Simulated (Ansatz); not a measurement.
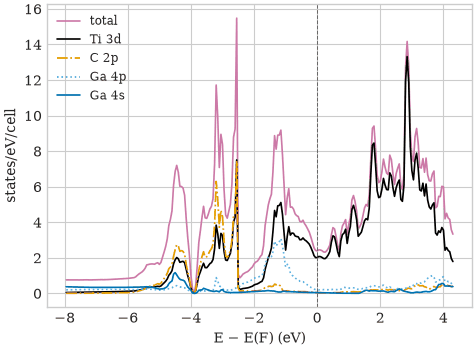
Figure. Total and projected density of states of Ti$_{2}$GaC in space group P6_3/mmc (No. 194; Ti on 4f, Ga on 2d, C on 2a), DFT-r²SCAN in the program Ansatz with PAW potentials

**Question.** Which orbitals carry the states next to the Fermi level?

**Answer.** Within 0.5 eV of the Fermi level: Ti 3d 82 %, Ga 4p 11 %. Projections are on Löwdin-orthogonalised atomic valence shells; empty p or d shells of many metals are not among them.

**Question.** Where is the tallest occupied peak in this window, and what makes it?

**Answer.** Near -2.5 eV, about 15 states/eV per cell; the largest projected share is Ti 3d.

The workflow started from a Materials Project entry (that database holds measured and hypothetical structures alike); the Crystallography Open Database copy checked does not list it. Its standing as an ambient phase is unchecked. The cell was relaxed with r²SCAN under the symmetry of its start; whether a distortion lowers the energy is not shown. No spin polarisation was allowed. Spin–orbit coupling is left out wherever it is not named.

Potentials: the later of the program's two PAW sets.
